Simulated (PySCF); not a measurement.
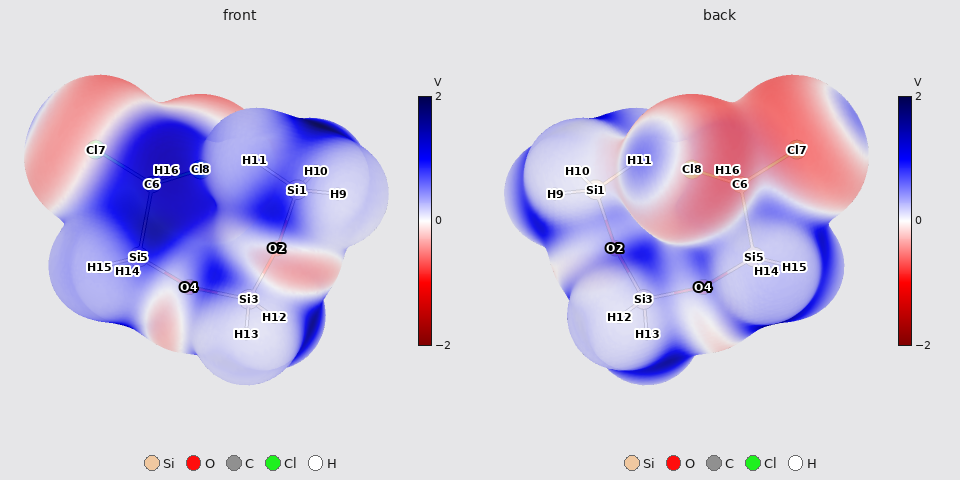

Figure 1: CH8Cl2O2Si3 (SMILES [SiH3]O[SiH2]O[SiH2]C(Cl)Cl). The electrostatic potential painted on the density surface at 0.002 e/bohr³, seen from the front and from behind; red is negative and blue positive.

Geometry: GFN2-xTB.

Computed with PBE0/pcSseg-1, SCF density, gas phase, non-relativistic (PySCF).

| atom | x (Å) | y (Å) | z (Å) |
| --- | --- | --- | --- |
| Si | -1.5213 | 1.6106 | 1.5090 |
| O | -1.5275 | 1.2601 | -0.0796 |
| Si | -1.3368 | 0.5674 | -1.5166 |
| O | 0.1181 | -0.1693 | -1.6030 |
| Si | 1.4769 | -0.9099 | -1.1819 |
| C | 1.7003 | -0.7533 | 0.7255 |
| Cl | 3.2544 | -1.4519 | 1.2217 |
| Cl | 0.3793 | -1.6000 | 1.5535 |
| H | -2.3220 | 2.8278 | 1.6086 |
| H | -2.1117 | 0.4838 | 2.2232 |
| H | -0.1295 | 1.8470 | 1.8963 |
| H | -2.3405 | -0.4731 | -1.6743 |
| H | -1.2756 | 1.6368 | -2.4995 |
| H | 1.3561 | -2.3274 | -1.4901 |
| H | 2.5824 | -0.1920 | -1.8051 |
| H | 1.6897 | 0.2694 | 1.1009 |

Question: Describe the electrostatic potential map.

Answer: The most negative region (about −0.6 V) lies over Cl7 and Cl8, the most positive (about +1.7 V) over Si1. Cl7 shows a σ-hole: about +0.5 V at the tip opposite its bond, against about −0.4 V on its flanks. Cl8 shows a σ-hole: about +0.5 V at the tip opposite its bond, against about −0.2 V on its flanks.

Question: What dipole moment does the calculation give?

Answer: Its dipole moment is 1.55 D.
